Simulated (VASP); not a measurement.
Band structure of SiC (zinc blende). These are rev-vdW-DF2, VASP's PBE PAW potentials (set 64) (plane waves; VASP 6.6.1) values and carry that method's errors.

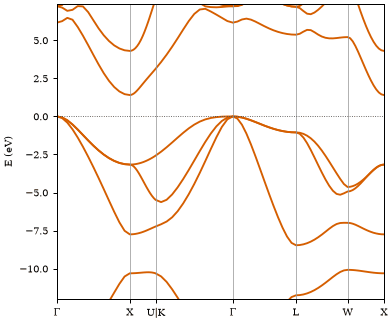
*Bands along high-symmetry lines, zero at the valence-band maximum or, without a gap, the Fermi level*

Task: Read the plot: is there a gap, and where are the band edges?

Result: The gap is indirect, 1.41 eV, from the valence maximum at Γ to the conduction minimum at X. (Edges off the drawn lines would not show.)

Measured: gap 2.53 eV (computed value off by -1.12 eV), as given by Wei Chen et al., Physical Review Materials (2018), doi:10.1103/physrevmaterials.2.073803 [zero-point renormalisation of 0.11 eV added back (the table's ZPR column)].

The compound is SiC in the zinc blende structure. It was relaxed first.
